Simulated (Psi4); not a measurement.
# SiH3 (silyl radical) at UB2PLYP/cc-pVTZ (density fitting for correlation)

What is the energy change on altering one bond length of SiH3 (silyl radical) at UB2PLYP/cc-pVTZ (density fitting for correlation)? 

The results are computed with Psi4 1.11.

1 further run of the same task is left out (set aside as unsound or not needed).

### Step 1. The system as given

SiH3: 4 atoms, total charge 0, spin state doublet. SMILES: `[SiH3]`. The coordinates come from a PBE0-D4/def2-TZVP relaxation.

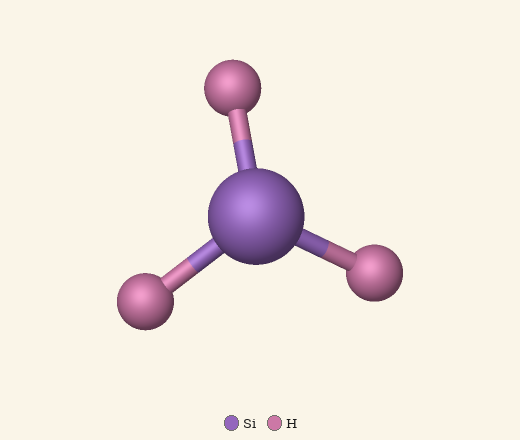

Viewed from a chosen angle; silicon purple, hydrogen pink.

### Step 2. The energy at UB2PLYP/cc-pVTZ (density fitting for correlation)

input.dat

```
memory 2200 MB

molecule m {
  0 2
  Si     0.293780    -0.026900    -0.164030
  H      0.559150     0.665300     1.123900
  H     -0.224040    -1.401650     0.060130
  H     -0.628890     0.763250    -1.019990
  symmetry c1
}

set basis cc-pVTZ
set reference uks
set puream true
set e_convergence 1e-09
set d_convergence 1e-08
set scf_type pk
set dft_radial_points 99
set dft_spherical_points 590
set num_frozen_docc 5
set maxiter 100

energy('b2plyp')
```

Launch:

```sh
$ psi4 input.dat output.dat -n 1
```

output.dat:

```text
[...]
  Running in c1 symmetry.
[...]
  Nuclear repulsion =   15.603296005737015
[...]
  Multiplicity = 2
[...]
  Nalpha       = 9
  Nbeta        = 8
[...]
    Number of basis functions: 76
[...]
   @UKS iter   1:  -291.05436670122629   -4.12139e-01   2.55053e-03 ADIIS/DIIS
[...]
   @UKS iter  11:  -291.07321764765686   -2.38742e-12   2.05810e-09 DIIS
[...]
   @S^2 Observed:                7.528315151E-01
[...]
    Orbital Energies [Eh]
    ---------------------
    Alpha Occupied:
       1A    -67.251832     2A     -5.641294     3A     -3.900722
       4A     -3.892762     5A     -3.892762     6A     -0.620863
       7A     -0.416376     8A     -0.416374     9A     -0.268327
    Alpha Virtual:
      10A      0.082053    11A      0.082055    12A      0.089381
      13A      0.195417    14A      0.233334    15A      0.233334
      16A      0.242816    17A      0.242816    18A      0.283980
      19A      0.360699    20A      0.360700    21A      0.382428
      22A      0.450825    23A      0.629407    24A      0.629408
      25A      0.722814    26A      0.783907    27A      0.783907
[...]
  @UKS Final Energy:  -291.07321764765686
   => Energetics <=
    Nuclear Repulsion Energy =             15.6032960057370147
    One-Electron Energy =                -433.6009656592806891
    Two-Electron Energy =                 137.4103798214780738
    DFT Exchange-Correlation Energy =     -10.4859278155913156
    Empirical Dispersion Energy =           0.0000000000000000
    VV10 Nonlocal Energy =                  0.0000000000000000
    Total Energy =                       -291.0732176476569180
[...]
 Multipole Moments:
 ------------------------------------------------------------------------------------
     Multipole            Electronic (a.u.)      Nuclear  (a.u.)        Total (a.u.)
 ------------------------------------------------------------------------------------
 L = 1.  Multiply by 2.5417464519 to convert [e a0] to [Debye]
 Dipole X            :          1.0119647           -0.9933632            0.0186015
 Dipole Y            :         -0.0926629            0.0909574           -0.0017054
 Dipole Z            :         -0.5650392            0.5546458           -0.0103934
 Magnitude           :                                                    0.0213764
[...]
```

Wall time 23 s (1 thread of Intel Xeon at 2.50GHz (Skylake/Cascade Lake), shared host); peak memory 0.94 GiB.

### Step 3. The distorted shape, same level

h3si.py

```python
import psi4

psi4.set_memory('2200 MB')
psi4.set_num_threads(1)
psi4.set_output_file('h3si.out', False)

molecule = psi4.geometry("""
0 2
Si     0.449142     0.385566    -0.231285
H      0.714512     1.077766     1.056645
H     -0.224040    -1.401650     0.060130
H     -0.473528     1.175716    -1.087245
symmetry c1
no_reorient
no_com
""")

options = {'basis': 'cc-pVTZ', 'reference': 'uks', 'puream': True, 'e_convergence': 1e-09, 'd_convergence': 1e-08, 'scf_type': 'pk', 'dft_radial_points': 99, 'dft_spherical_points': 590, 'num_frozen_docc': 5, 'maxiter': 100}
psi4.set_options(options)

result, w = psi4.energy("b2plyp", return_wfn=True)
print('E =', round(result, 9))
```

Launch:

```sh
$ python h3si.py
```

h3si.out:

```text
[...]
  Running in c1 symmetry.
[...]
  Nuclear repulsion =   14.394970485098431
[...]
  Multiplicity = 2
[...]
  Nalpha       = 9
  Nbeta        = 8
[...]
    Number of basis functions: 76
[...]
   @UKS iter   1:  -291.01730756503116   -4.79102e-01   2.39729e-03 ADIIS/DIIS
[...]
   @UKS iter  12:  -291.03510974709195   -1.24487e-11   7.29048e-09 DIIS
[...]
   @S^2 Observed:                7.530907204E-01
[...]
    Orbital Energies [Eh]
    ---------------------
    Alpha Occupied:
       1A    -67.281146     2A     -5.665221     3A     -3.924258
       4A     -3.916830     5A     -3.916434     6A     -0.611022
       7A     -0.426629     8A     -0.371936     9A     -0.274897
    Alpha Virtual:
      10A      0.020698    11A      0.079877    12A      0.083062
      13A      0.194972    14A      0.227618    15A      0.240534
      16A      0.240903    17A      0.244198    18A      0.279430
      19A      0.348164    20A      0.358905    21A      0.386897
      22A      0.401393    23A      0.557122    24A      0.625290
      25A      0.688138    26A      0.733659    27A      0.767507
[...]
  @UKS Final Energy:  -291.03510974709195
   => Energetics <=
    Nuclear Repulsion Energy =             14.3949704850984315
    One-Electron Energy =                -430.9762523677389936
    Two-Electron Energy =                 135.9918529936392986
    DFT Exchange-Correlation Energy =     -10.4456808580907463
    Empirical Dispersion Energy =           0.0000000000000000
    VV10 Nonlocal Energy =                  0.0000000000000000
    Total Energy =                       -291.0351097470920081
[...]
 Multipole Moments:
 ------------------------------------------------------------------------------------
     Multipole            Electronic (a.u.)      Nuclear  (a.u.)        Total (a.u.)
 ------------------------------------------------------------------------------------
 L = 1.  Multiply by 2.5417464519 to convert [e a0] to [Debye]
 Dipole X            :        -11.8158235           11.9145947            0.0987712
 Dipole Y            :        -11.5211884           11.8103272            0.2891388
 Dipole Z            :          6.0215782           -6.0631107           -0.0415325
 Magnitude           :                                                    0.3083536
[...]
```

The script printed:

```text
E = -291.075141677
```

Wall time 26 s (1 thread of Intel Xeon at 2.50GHz (Skylake/Cascade Lake), shared host); peak memory 0.93 GiB.

### Step 4. What came out

At UB2PLYP/cc-pVTZ (density fitting for correlation), 5 core orbitals frozen:

| quantity | value |
| --- | --- |
| first shape: total energy | -291.11222 Eh |
| first shape: HOMO energy (SCF part's orbitals) (highest over α and β) | -7.30 eV |
| first shape: LUMO energy (SCF part's orbitals) (lowest over α and β) | -1.27 eV |
| first shape: ⟨S²⟩ | 0.753 |
| distorted shape: total energy | -291.07514 Eh |
| distorted shape: HOMO energy (SCF part's orbitals) (highest over α and β) | -7.48 eV |
| distorted shape: LUMO energy (SCF part's orbitals) (lowest over α and β) | -1.55 eV |
| distorted shape: ⟨S²⟩ | 0.753 |
| energy change with the Si1–H3 bond stretched from 1.486 to 1.932 Å | 1.009 eV |

In words: With the Si1–H3 bond stretched from 1.486 to 1.932 Å the energy rises by 1.01 eV (97 kJ/mol). The first shape isn't relaxed at this level, so the change isn't measured from a minimum.
